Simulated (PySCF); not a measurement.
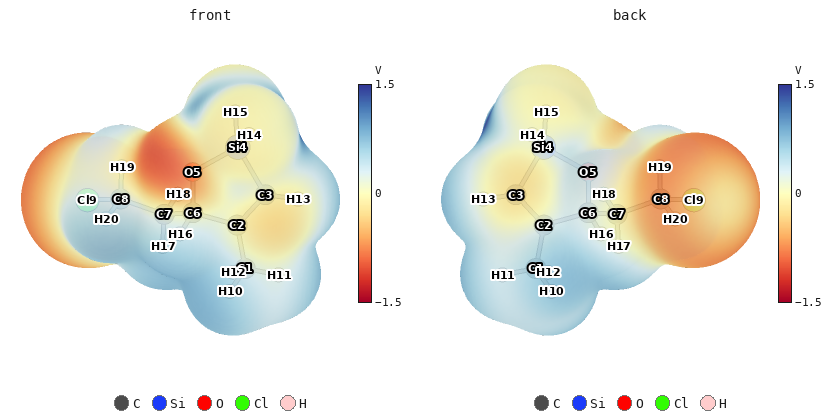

Figure 1: C6H11ClOSi (SMILES CC1=C[SiH2]O[C@H]1CCCl). The molecular electrostatic potential painted on the density surface at 0.001 e/bohr³, seen from the front and from behind; the colour scale runs from red (negative) to blue (positive).

Geometry: GFN2-xTB.

Level of theory: PySCF, PBE0/pcSseg-1, SCF density, gas phase, non-relativistic.

Input

```
{"job": {"kind": "nmr", "xc": "PBE0", "basis": "pcSseg-1"}, "charge": 0, "multiplicity": 1}
C     -1.604397    -1.743605    -0.355378
C     -1.224782    -0.306797    -0.226979
C     -2.010569     0.695966     0.157477
Si    -1.012976     2.281698     0.115668
O      0.310678     1.497872    -0.460179
C      0.196768     0.099906    -0.544165
C      1.189924    -0.557406     0.426756
C      2.598904    -0.062442     0.154414
Cl     3.753632    -0.805030     1.290357
H     -1.249602    -2.151215    -1.300771
H     -2.684320    -1.854589    -0.302464
H     -1.160225    -2.327414     0.450555
H     -3.043829     0.549319     0.419887
H     -1.426880     3.265072    -0.878763
H     -0.728834     2.866064     1.425496
H      0.459012    -0.188872    -1.572850
H      1.147566    -1.641363     0.315507
H      0.899055    -0.294077     1.445572
H      2.659371     1.016720     0.287632
H      2.926356    -0.329129    -0.850805
```

Command:

```sh
OMP_NUM_THREADS=1 python probes_run.py task.json out
```

> Describe the electrostatic potential map.

The most negative region (about −1.0 V) lies over O5, the most positive (about +1.2 V) over Si4.

> What dipole moment does the calculation give?

Its dipole moment is 2.96 D.
